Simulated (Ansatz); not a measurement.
# k-point convergence of GW for HgC2S2N2 (C2/m)

Wanted: mesh convergence of the gap correction in HgC2S2N2 (C2/m).

Main program and level: Ansatz 0.2.0; G0W0 on PBE, plane waves, PAW; PAW set soft_1.

## 1. Set-up

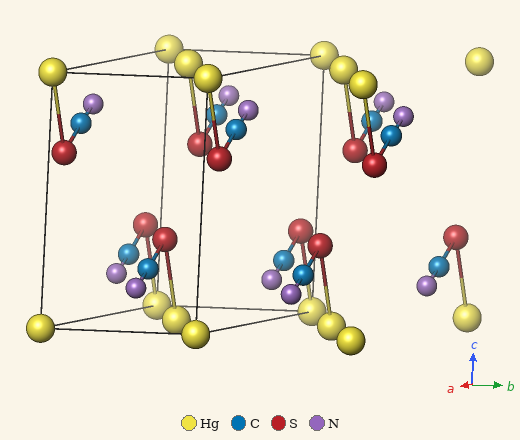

The cell as given, slightly off an axis (mercury yellow, carbon blue, sulfur red, nitrogen purple). 1×2×1 cells are drawn. This picture shows the conventional cell, with its axes. Bonds to atoms that aren't drawn are left out. Some periodic images of atoms are drawn too.

Geometry: measured cell, ions relaxed with PBE. The runs that relaxed it are not among those shown. Spin-orbit coupling is left out unless a step names it.

## 2. The 2×2×2 mesh

Now the one-shot GW correction: screening in the RPA, then the self-energy of the levels asked for. This step takes PAW set soft_1 files.

Input file input.yaml:

```yaml
crystal:
  lattice:
    - [5.439, -2.021, 0.0]
    - [5.439, 2.021, 0.0]
    - [-0.5921680587, 0.0, 6.4076955288]
  atoms:
    - { symbol: Hg, position: [0.0, 0.0, 0.0] }
    - { symbol: C, position: [0.2661513025, 0.2661513025, 0.2233405963] }
    - { symbol: C, position: [0.7338486975, 0.7338486975, 0.7766594037] }
    - { symbol: S, position: [0.1320101513, 0.1320101513, 0.3259806969] }
    - { symbol: S, position: [0.8679898487, 0.8679898487, 0.6740193031] }
    - { symbol: "N", position: [0.3633996325, 0.3633996325, 0.1569129335] }
    - { symbol: "N", position: [0.6366003675, 0.6366003675, 0.8430870665] }
kpoints:
  mp_grid: { grid: [2, 2, 2] }
hamiltonian:
  xc: pbe
  pseudopotentials: { kind: paw, azcp: { folder: soft_1 } }
scf:
  occupations: { method: fixed }
gw:
  n_empty_bands: 319
  ecut_chi: 100
  qp_bands: [v2, c2]
  qp_kpoints: band_edges
  screening: { model: contour_deformation }
```

Command:

```bash
$ ansatz run input.yaml --threads 2 --pin off --max-ram 92160MiB --backend cuda --events-out ev --progress --plain --runs-dir out --devices 1 --max-vram 13GiB
```

Numbers of over 12 decimals in the logs are rounded to 6 here.

Log:

```text
GPUs: using 1 of 1 available (devices: 1).
Engine: ansatz 0.2.0, x86_64-unknown-linux-gnu
Pseudopotentials: kind: paw
Pseudopotential: Hg, paw, valence charge 20, recommended cutoff 420 eV (normal), soft_1/Hg.paw.azcp
Pseudopotential: C, paw, valence charge 4, recommended cutoff 420 eV (normal), soft_1/C.paw.azcp
Pseudopotential: S, paw, valence charge 6, recommended cutoff 420 eV (normal), soft_1/S.paw.azcp
Pseudopotential: N, paw, valence charge 5, recommended cutoff 420 eV (normal), soft_1/N.paw.azcp
Functional definition: PBE
  parameter kappa = 0.804
  parameter beta = 0.066725
  exchange = pbe_x(kappa = kappa, mu = beta*pi^2/3)
  correlation = pbe_c(beta = beta)
device memory: the entry about to start is reckoned to put 1.5 GiB on a device that reports 62.1 GiB free (of which the cap on the GPU budget leaves the run 13.0 GiB)
GPU FFT provider: cuFFT
GPU libraries: cuBLAS 13.8.2, cuFFT 12.4.0, cuSOLVER 12.3.4
Crystal: 7 atoms, lattice volume = 140.870 Å³
Basis set: ecut = 420 eV, 2761 PW (Γ)
Bands: 32, of which v1, the nominal top of the filled ones, is band 25 counted from 1 (24 counted from 0)
Symmetry: 4 space group operations
Space group: C2/m (ITA 12), of the structure as read, at distance tolerance 5.2e-5 Å
k-points: 6 of 8
Non-local potential: Hg, projectors of the file, l = 0: 3, l = 1: 2, l = 2: 2, l = 3: 1
Non-local potential: C, projectors of the file, l = 0: 2, l = 1: 2, l = 2: 1
Non-local potential: S, projectors of the file, l = 0: 2, l = 1: 2, l = 2: 1
Non-local potential: N, projectors of the file, l = 0: 2, l = 1: 2, l = 2: 1
PAW form: soft (Blöchl's): semilocal exchange-correlation on the pseudo side does not see the compensation charge
PAW one-centre angular grid: Hg, 590 points (default); XC on 64 Gauss nodes
PAW one-centre angular grid: C, 110 points (default); XC on 64 Gauss nodes
PAW one-centre angular grid: S, 110 points (default); XC on 64 Gauss nodes
PAW one-centre angular grid: N, 110 points (default); XC on 64 Gauss nodes
Initial density: superposition of atomic densities (chi_scale 0.1, normalization cell, long waves kept (reshape's long-wave potential 0.21 eV rms))
Initial wavefunctions: pseudopotential atomic-orbital guess
GPU buffer pool allocated for 72000 grid points (all kernels)
GPU transforms: local potential and band sums: pruned to the plane-wave sphere, on 40×40×45
Functional: x = pbe(κ = 0.804, μ = 0.219515), c = pbe(β = 0.066725)
SCF iter   1: F=—  HF=-16889.487126 eV  |F-HF|=—  |Δ(HF+E_count)|=         —  Δρ=7.43e-2  dr2=7.18e0  ethr=3.10e-3  ⟨swp⟩=5.0  Hψ=798  notcnv=0  defer=26
preconditioner: auto → Resta (q_TF=auto, 2.296 Å⁻¹)  ε∞=4.0  [insulator: Δε(μ)=2.066 eV  Ē_g=11.682 eV  n_scr=24 (ndim 8)  ℏωp=20.3 eV  f_vac=0.054  ε∞_Penn≈4.0]
SCF iter   2: F=—  HF=-16887.559740 eV  |F-HF|=—  |Δ(HF+E_count)|=    1.93e0  Δρ=3.58e-2  dr2=1.14e0  ethr=3.10e-3  ⟨swp⟩=3.0  Hψ=415  notcnv=0  defer=23
SCF iter   3: F=—  HF=-16887.294424 eV  |F-HF|=—  |Δ(HF+E_count)|=   2.65e-1  Δρ=1.50e-2  dr2=3.72e-1  ethr=2.29e-3  ⟨swp⟩=2.0  Hψ=381  notcnv=0  defer=28
SCF iter   4: F=—  HF=-16887.224040 eV  |F-HF|=—  |Δ(HF+E_count)|=   7.04e-2  Δρ=4.88e-3  dr2=2.89e-2  ethr=7.44e-4  ⟨swp⟩=2.0  Hψ=318  notcnv=0  defer=30
SCF iter   5: F=—  HF=-16887.225722 eV  |F-HF|=—  |Δ(HF+E_count)|=   1.68e-3  Δρ=1.29e-3  dr2=3.46e-3  ethr=5.77e-5  ⟨swp⟩=2.8  Hψ=345  notcnv=0  defer=30
SCF iter   6: F=—  HF=-16887.228357 eV  |F-HF|=—  |Δ(HF+E_count)|=   2.64e-3  Δρ=3.11e-4  dr2=1.75e-4  ethr=6.92e-6  ⟨swp⟩=2.0  Hψ=281  notcnv=0  defer=30
SCF iter   7: F=—  HF=-16887.228615 eV  |F-HF|=—  |Δ(HF+E_count)|=   2.58e-4  Δρ=6.44e-5  dr2=7.95e-6  ethr=3.50e-7  ⟨swp⟩=2.0  Hψ=305  notcnv=0  defer=28
SCF iter   8: F=—  HF=-16887.228630 eV  |F-HF|=—  |Δ(HF+E_count)|=   1.51e-5  Δρ=1.70e-5  dr2=5.98e-7  ethr=1.59e-8  ⟨swp⟩=2.0  Hψ=293  notcnv=0  defer=21
SCF iter   9: F=-16887.228631 eV  HF=-16887.228631 eV  |F-HF|=3.03e-8  |Δ(HF+E_count)|=   1.32e-6  Δρ=3.43e-6  dr2=2.22e-8  ethr=2.00e-10  ⟨swp⟩=11.2  Hψ=853  notcnv=0
SCF 1 converged in 9 iterations: F = -16887.228631 eV  dr2 = 2.22e-8
[...]
device memory: the entry about to start is reckoned to put 1.9 GiB on a device that reports 66.3 GiB free (of which the cap on the GPU budget leaves the run 13.0 GiB)
NSCF: frozen V_eff on 6 k-points
[...]
device memory: the entry about to start is reckoned to put 3.0 GiB on a device that reports 64.9 GiB free (of which the cap on the GPU budget leaves the run 13.0 GiB)
NSCF: frozen V_eff on 6 k-points
G₀W₀ screening: q 1/6
[... further progress lines ...]
device memory: the entry about to start is reckoned to put 0.7 GiB on a device that reports 62.9 GiB free (of which the cap on the GPU budget leaves the run 13.0 GiB)
NSCF: frozen V_eff on 1 k-points
device memory: the entry about to start is reckoned to put 0.7 GiB on a device that reports 62.6 GiB free (of which the cap on the GPU budget leaves the run 13.0 GiB)
NSCF: frozen V_eff on 1 k-points
device memory: the entry about to start is reckoned to put 0.7 GiB on a device that reports 60.7 GiB free (of which the cap on the GPU budget leaves the run 13.0 GiB)
NSCF: frozen V_eff on 1 k-points
SCF converged after 9 iterations
Free energy (F): -16887.228631 eV
Harris-Foulkes:  -16887.228631 eV  (|F-HF|=3.03e-8)
Internal energy: -16887.228631 eV  (E = F + TS)
E sigma→0 (E₀):  -16887.228631 eV
Fermi energy:    3.119794 eV
--- Per-component energies (eV) ---
  E_band       = -706.674641
  E_kinetic    = 1205.901955
  E_local      = -5538.147902  (includes V_loc(G=0)·N_el)
  E_nonlocal   = 274.763852
  E_hartree    = 2275.570570
  E_xc         = -592.594385
  E_vxc        = -669.456445  (∫ρ·V_xc dr)
  E_paw        = -11630.704353  (= ΣΔE_a)
  E_vpaw       = -530.879989  (= ΣTr[D̂ρ^β])
  E_aug_tail   = 0.002218  (compensation charges beyond the density's cutoff)
  E_ewald      = -2882.020586
  E_smearing   = -0.000000  (= −TS)
  E_closure    = 0.000000  (closes the sum)
  Σ components = -16887.228631   (vs F -16887.228631, Δ=0.00e0)
--- Band table (eV; the first three rows and the last of 6) ---
  k-point 0: bands = [... 21 lower, 1.2521, 2.1209, 2.3527, 2.9899, 5.3208, 7.2849, 7.5291, 8.3429, ... 3 higher]
  k-point 1: bands = [... 21 lower, 1.5010, 2.0369, 2.3471, 3.0021, 6.1541, 7.4575, 7.9602, 8.5811, ... 3 higher]
  k-point 2: bands = [... 21 lower, 0.8718, 1.7161, 1.9129, 2.6869, 5.8190, 6.8850, 8.2924, 8.3527, ... 3 higher]
  k-point 5: bands = [... 21 lower, 1.8263, 1.9152, 2.9832, 3.0003, 5.9680, 7.7183, 7.8426, 8.2141, ... 3 higher]
--- G₀W₀: contour deformation, 7 samples at zero and on the imaginary axis and 1 off it, 8 q-points, 319 empty bands' worth ---
  eigenvalues of the whole cell's RPA ε∞ on this k-mesh (on a slab, of 1 + 4πα/V) = 2.7982, 3.2069, 5.3832; static W/v taken at q = 0 is 0.275662
  gw.qp_kpoints: band_edges: 6 of 6 stored k-points solved, in 1 pass; an edge of the gap read off the rows below is read off those points alone
    ik  band        ε_KS         Σx   Σc(E_QP)       V_xc       Z   E_QP_lin       E_QP  E_QP is
     0    24      2.3527   -18.5102     2.5264   -15.0033  0.7406     1.3461     1.3723  root
     0    25      2.9899   -19.9759     2.4360   -16.5867  0.7503     2.0173     2.0366  root
     0    26      5.3208   -10.8855    -3.5164   -15.2672  0.7890     6.1956     6.1862  root
     0    27      7.2849    -8.2971    -3.9096   -13.2562  0.7763     8.3544     8.3344  root
     1    24      2.3471   -18.6967     2.5307   -15.2047  0.7402     1.3611     1.3859  root
     1    25      3.0021   -19.8275     2.4332   -16.4224  0.7509     2.0099     2.0301  root
     1    26      6.1541   -11.7799    -3.8414   -16.6790  0.7762     7.2316     7.2117  root
     1    27      7.4575    -7.2466    -4.1335   -12.3327  0.7827     8.4267     8.4101  root
     2    24      1.9129   -18.6905     2.6164   -15.1137  0.7377     0.9229     0.9525  root
     2    25      2.6869   -19.8649     2.3259   -16.5513  0.7560     1.6780     1.6993  root
     2    26      5.8190   -11.4432    -3.6772   -16.1351  0.7811     6.8490     6.8337  root
     2    27      6.8850    -7.9131    -3.7488   -12.6589  0.7847     7.8982     7.8819  root
     3    24      1.9250   -18.2321     2.6221   -14.6078  0.7370     0.8873     0.9229  root
     3    25      2.5792   -19.8208     2.3318   -16.5279  0.7542     1.5979     1.6180  root
[...]
4    27      7.5460    -8.2110    -4.0649   -13.3979  0.7700     8.6946     8.6680  root
     5    24      2.9832   -19.1318     2.3872   -15.7941  0.7483     2.0136     2.0327  root
     5    25      3.0003   -20.0705     2.4523   -16.6737  0.7503     2.0371     2.0558  root
     5    26      5.9680   -11.2906    -3.7300   -16.0128  0.7814     6.9752     6.9601  root
     5    27      7.7183    -8.6760    -4.2730   -14.2064  0.7595     9.0138     8.9757  root
```

Run time: 9.7 s. Hardware: 1 × NVIDIA H100 80GB HBM3 (shared by 6 runs) with 2 threads of AMD EPYC 7R13 (Zen 3), shared host; peak memory 1.2 GiB; 8.2 s of CPU time.

In the SCF lines HF is the Harris–Foulkes energy and dr2 the Hartree energy of the density residual, in eV; the loop may stop once dr2 is under the threshold and the program's other checks hold. Hψ counts applications of the Hamiltonian.

This step gave:

| Item | Value |
| --- | --- |
| bands summed | 344 |
| RPA ε∞ on this mesh (eigenvalues) | 2.798, 3.207, 5.383 |
| plane waves in the screening matrix | 327 |
| q-points in the mesh | 8 |
| G0W0 gap on the mesh | 4.013 eV |
| k of the valence top | -0.5, -0.5, 0 |
| k of the conduction bottom | 0, 0, 0 |
| starting gap on the mesh | 2.201 eV |
| Z at the valence top | 0.7519 |
| Z at the conduction bottom | 0.7890 |
| least direct G0W0 gap on the computed points | 4.150 eV |

The gap on the mesh goes from 2.20 eV to 4.01 eV, a correction of +1.81 eV. Between the two edge states, bare exchange in place of the xc potential would open the gap by 7.74 eV, and correlation takes back 5.93 eV.

## 3. The 4×4×2 mesh

A second mesh at equal bands and cutoff isolates the sampling error.

input.yaml, as its differences from that of step 2:

```diff
@@ -14,3 +14,3 @@
 kpoints:
-  mp_grid: { grid: [2, 2, 2] }
+  mp_grid: { grid: [4, 4, 2] }
 hamiltonian:
```

Log:

```text
GPUs: using 1 of 1 available (devices: 1).
[...]
GPU FFT provider: cuFFT
GPU libraries: cuBLAS 13.8.2, cuFFT 12.4.0, cuSOLVER 12.3.4
Crystal: 7 atoms, lattice volume = 140.870 Å³
Basis set: ecut = 420 eV, 2761 PW (Γ)
Bands: 32, of which v1, the nominal top of the filled ones, is band 25 counted from 1 (24 counted from 0)
[... 1 set-up line as in the run before ...]
[...]
k-points: 14 of 32
[...]
GPU buffer pool allocated for 72000 grid points (all kernels)
[...]
SCF iter   1: F=—  HF=-16889.568963 eV  |F-HF|=—  |Δ(HF+E_count)|=         —  Δρ=7.42e-2  dr2=7.20e0  ethr=3.10e-3  ⟨swp⟩=5.0  Hψ=1904  notcnv=0  defer=57
[...]
SCF iter   9: F=-16887.320488 eV  HF=-16887.320488 eV  |F-HF|=3.19e-9  |Δ(HF+E_count)|=   1.21e-6  Δρ=6.04e-6  dr2=5.85e-8  ethr=2.00e-10  ⟨swp⟩=11.4  Hψ=1961  notcnv=0
SCF 1 converged in 9 iterations: F = -16887.320488 eV  dr2 = 5.85e-8
[...]
0    24      2.3349   -18.3541     2.3908   -15.0051  0.7430     1.3529     1.3767  root
     0    25      2.9714   -19.8068     2.2916   -16.5885  0.7528     2.0275     2.0447  root
     0    26      5.3105   -10.9410    -3.4544   -15.2686  0.7918     6.1928     6.1837  root
     0    27      7.2756    -8.3449    -3.8571   -13.2605  0.7783     8.3540     8.3340  root
     1    24      2.3298   -18.5402     2.3957   -15.2065  0.7425     1.3693     1.3918  root
     1    25      2.9831   -19.6588     2.2886   -16.4245  0.7535     2.0194     2.0374  root
     1    26      6.1425   -11.8164    -3.8016   -16.6796  0.7778     7.2225     7.2041  root
     1    27      7.4470    -7.2599    -4.1037   -12.3381  0.7838     8.4389     8.4214  root
[...]
13    24      2.9634   -18.9209     2.2083   -15.7923  0.7510     2.0261     2.0431  root
    13    25      2.9821   -19.8503     2.2638   -16.6753  0.7535     2.0546     2.0709  root
    13    26      5.9602   -11.3764    -3.6513   -16.0172  0.7837     6.9639     6.9497  root
    13    27      7.7103    -8.7136    -4.2358   -14.2124  0.7600     9.0125     8.9734  root
[key lines of the parts left out:]
SCF converged after 9 iterations
Free energy (F): -16887.320488 eV
Fermi energy:    3.100609 eV
```

Run time: 24 s. Hardware: 1 × NVIDIA H100 80GB HBM3 (shared by 6 runs) with 2 threads; peak memory 1.5 GiB.

Numbers from this step:

```
bands summed                                 : 344
RPA ε∞ on this mesh (eigenvalues)            : 2.606, 3.238, 5.183
plane waves in the screening matrix          : 327
q-points in the mesh                         : 32
G0W0 gap on the mesh                         : 3.996 eV
k of the valence top                         : -0.5, -0.5, 0
k of the conduction bottom                   : 0, 0, 0
starting gap on the mesh                     : 2.210 eV
Z at the valence top                         : 0.7552
Z at the conduction bottom                   : 0.7918
least direct G0W0 gap on the computed points : 4.139 eV
```

Against the run with 2×2×2 mesh, 319 empty bands, screening to 100 eV, PAW set soft_1 files, the gap moves by −0.017 eV.

## 4. The 4×4×4 mesh

input.yaml, as its differences from that of step 3:

```diff
@@ -14,3 +14,3 @@
 kpoints:
-  mp_grid: { grid: [4, 4, 2] }
+  mp_grid: { grid: [4, 4, 4] }
 hamiltonian:
```

Log:

```text
GPUs: using 1 of 1 available (devices: 1).
[...]
GPU FFT provider: cuFFT
GPU libraries: cuBLAS 13.8.2, cuFFT 12.4.0, cuSOLVER 12.3.4
Crystal: 7 atoms, lattice volume = 140.870 Å³
Basis set: ecut = 420 eV, 2761 PW (Γ)
Bands: 32, of which v1, the nominal top of the filled ones, is band 25 counted from 1 (24 counted from 0)
[... 1 set-up line as in the run before ...]
[...]
k-points: 24 of 64
[...]
1    27      7.4620    -7.7139    -4.0068   -12.7542  0.7809     8.5154     8.4953  root
[...]
23    24      2.9635   -18.9179     2.2052   -15.7923  0.7510     2.0260     2.0431  root
    23    25      2.9821   -19.8532     2.2658   -16.6753  0.7535     2.0537     2.0701  root
    23    26      5.9602   -11.3949    -3.6317   -16.0171  0.7843     6.9647     6.9506  root
    23    27      7.7102    -8.7177    -4.2307   -14.2126  0.7602     9.0146     8.9744  root
[key lines of the parts left out:]
SCF converged after 9 iterations
Free energy (F): -16887.320622 eV
Fermi energy:    3.100719 eV
```

Wall time 39 s (1 × NVIDIA H100 80GB HBM3 (shared by 6 runs) with 2 threads); peak memory 1.9 GiB; 62 s of CPU time.

This step gave:

* bands summed: 344
* RPA ε∞ on this mesh (eigenvalues): 2.611, 3.233, 5.184
* plane waves in the screening matrix: 327
* G0W0 gap on the mesh: 3.995 eV
* k of the valence top: -0.5, -0.5, 0
* k of the conduction bottom: 0, 0, 0
* starting gap on the mesh: 2.210 eV
* least direct G0W0 gap on the computed points: 4.138 eV

Against the run with 4×4×2 mesh, 319 empty bands, screening to 100 eV, PAW set soft_1 files, the gap moves by −0.001 eV.

## 5. The 6×6×4 mesh

input.yaml, as its differences from that of step 4:

```diff
@@ -14,3 +14,3 @@
 kpoints:
-  mp_grid: { grid: [4, 4, 4] }
+  mp_grid: { grid: [6, 6, 4] }
 hamiltonian:
```

Log:

```text
GPUs: using 1 of 1 available (devices: 1).
[...]
GPU FFT provider: cuFFT
GPU libraries: cuBLAS 13.8.2, cuFFT 12.4.0, cuSOLVER 12.3.4
Crystal: 7 atoms, lattice volume = 140.870 Å³
Basis set: ecut = 420 eV, 2761 PW (Γ)
Bands: 32, of which v1, the nominal top of the filled ones, is band 25 counted from 1 (24 counted from 0)
[... 1 set-up line as in the run before ...]
[...]
k-points: 47 of 144
[...]
1    27      7.4619    -7.7152    -4.0054   -12.7540  0.7810     8.5157     8.4953  root
[...]
46    24      2.9633   -18.8996     2.1902   -15.7922  0.7512     2.0293     2.0462  root
    46    25      2.9819   -19.8338     2.2500   -16.6753  0.7537     2.0573     2.0735  root
    46    26      5.9601   -11.3997    -3.6286   -16.0171  0.7843     6.9629     6.9489  root
    46    27      7.7101    -8.7197    -4.2297   -14.2127  0.7602     9.0137     8.9733  root
[key lines of the parts left out:]
SCF converged after 9 iterations
Free energy (F): -16887.321145 eV
Fermi energy:    3.100495 eV
```

It took 2.2 min on 1 × NVIDIA H100 80GB HBM3 (shared by 6 runs) with 2 threads; peak memory 2.7 GiB.

This step gave:

| Item | Value |
| --- | --- |
| bands summed | 344 |
| RPA ε∞ on this mesh (eigenvalues) | 2.602, 3.234, 5.185 |
| plane waves in the screening matrix | 327 |
| G0W0 gap on the mesh | 3.991 eV |
| k of the valence top | -0.5, -0.5, 0 |
| k of the conduction bottom | 0, 0, 0 |
| starting gap on the mesh | 2.210 eV |
| least direct G0W0 gap on the computed points | 4.134 eV |

Against the run with 4×4×4 mesh, 319 empty bands, screening to 100 eV, PAW set soft_1 files, the gap moves by −0.004 eV.

## 6. The meshes together

Times are wall times on 1 × NVIDIA H100 80GB HBM3 (shared by 6 runs) with 2 threads of AMD EPYC 7R13 (Zen 3), shared host, good to a factor of about two.

```
 mesh  points  irreducible  start (eV)  G0W0 (eV)  shift (eV)  RPA ε∞ (mean)     time
2×2×2       8            6       2.201      4.013      +1.812           3.80    9.7 s
4×4×2      32           14       2.210      3.996      +1.786           3.68     24 s
4×4×4      64           24       2.210      3.995      +1.785           3.68     39 s
6×6×4     144           47       2.210      3.991      +1.781           3.67  2.2 min
```

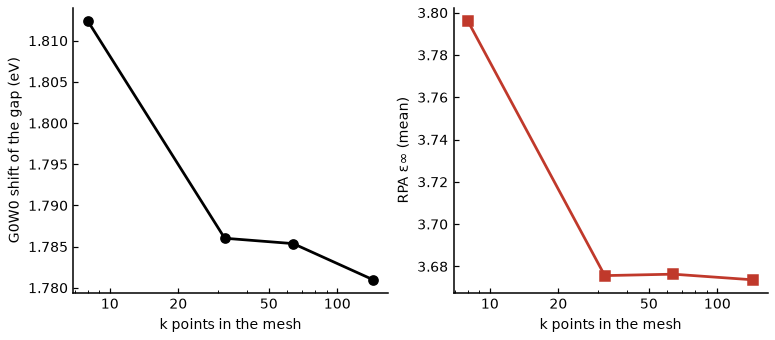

Shift and screening against the mesh.

## 7. What came out

```json
{
 "2×2×2": "4.013 eV (shift +1.812)",
 "4×4×2": "3.996 eV (shift +1.786)",
 "4×4×4": "3.995 eV (shift +1.785)",
 "6×6×4": "3.991 eV (shift +1.781)",
 "settings": "PBE start, 319 empty bands, 100 eV"
}
```

The shift is +1.81 eV on 2×2×2 and +1.78 eV on 6×6×4; the last step moves it by −0.004 eV. The RPA ε∞ (mean) ranges from 3.67 to 3.80 and ends at 3.67. From 8 to 144 points the time grows 14-fold. Bands and cutoff are modest here, so the values stand off the basis limit. A d shell, filled or nearly so, lies near the gap. One-shot GW converges very slowly in bands there, not always from below, and on a semilocal start the gap tends to come out low; starts rich in exact exchange can overshoot instead. The many-body steps are scalar-relativistic: spin-orbit coupling is not in them.

[Paths, hosts, dates, memory and timing lines, banners, echoed tables and standing remarks are left out of the program output.]

[Logs are printed without paths, hosts, clocks, repeated set-up lines and the standing remarks that a program may print on its own settings, such as how far it seeks lower states.]

[Runs of the session that timed out or met a known fault of the program may be left out.]

[Cells called generated may have been cut or substituted from an entry of the Crystallography Open Database or the Materials Project.]

[Hosts, paths, dates, database ids (printed as entryN), source tags and the programs' standing remarks are cut or masked in the printed files.]
